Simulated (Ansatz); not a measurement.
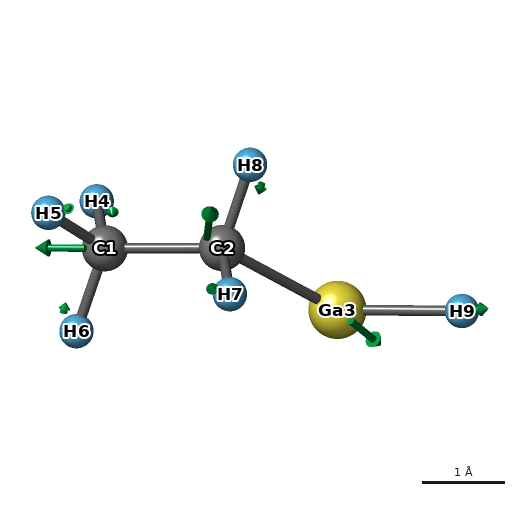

Arrows show the forces on the atoms, 3 Å of arrow for 1 eV/Å; forces under a tenth of the largest aren't drawn. The species is neutral and a spin doublet. Level of theory: B3LYP-D4/def2-TZVPP (Ansatz 0.2.0).

> On which atom is the force largest, and how large is it?

On C2: 0.30 eV/Å.

> Along which bond is the force strongest?

C2–Ga3, now 2.002 Å: the forces push its atoms apart, so a first step downhill lengthens it.

List the force components in the frame of the picture (x right, y up, z towards the viewer), in eV/Å.

```json
{"atom": "C1", "Fx": "−0.21", "Fy": "0.00", "Fz": "−0.07"}
{"atom": "C2", "Fx": "0.02", "Fy": "0.12", "Fz": "0.27"}
{"atom": "Ga3", "Fx": "0.12", "Fy": "−0.10", "Fz": "−0.18"}
{"atom": "H4", "Fx": "0.00", "Fy": "−0.02", "Fz": "0.04"}
{"atom": "H5", "Fx": "0.02", "Fy": "−0.02", "Fz": "−0.04"}
{"atom": "H6", "Fx": "0.01", "Fy": "0.05", "Fz": "0.01"}
{"atom": "H7", "Fx": "0.00", "Fy": "0.02", "Fz": "−0.05"}
{"atom": "H8", "Fx": "−0.01", "Fy": "−0.05", "Fz": "−0.02"}
{"atom": "H9", "Fx": "0.05", "Fy": "0.01", "Fz": "0.03"}
```
